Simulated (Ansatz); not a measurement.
**A computed series for Ba3SiO: alloy series**

The parent structure is Ba₃SiO in the anti-perovskite structure (space group Pm-3m, No. 221; a = 5.290 Å; a cell from a computed database, its experimental status unchecked).

The other end (x = 1) is Ba3SiS in the anti-perovskite structure (space group Pm-3m, No. 221; a hypothetical phase, not in the database extracts checked): 40.11 Å³/atom, gap zero; this end may not be an ambient phase.

S replaces a fraction x of O; each row is one arrangement (x, atoms in the cell, starting space group or random), fully relaxed.

The values are results of DFT with PBEsol, PAW potentials and a 420 eV plane-wave cutoff in Ansatz (a quantum-chemistry and plane-wave program), scalar-relativistic without spin-orbit coupling, not measurements.

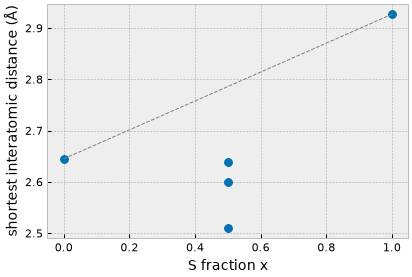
*Shortest interatomic distance against S fraction x; the dashed line joins the ends*

| S fraction x | shortest interatomic distance |
|---|---|
| x(S) = 0.5, 10 atoms, P4/mmm (arrangement A) | 2.599 Å |
| x(S) = 0.5, 10 atoms, P4/mmm (arrangement B) | 2.511 Å |
| x(S) = 0.5, 10 atoms, Fm-3m | 2.638 Å |

These are small ordered cells, not random alloys; other orderings at the same x differ. No phonon test of stability was made. All final runs are without spin polarisation. The zero or small gap of Ba6Si2SO, Ba3SiO and Ba3SiS can change with the level of theory.
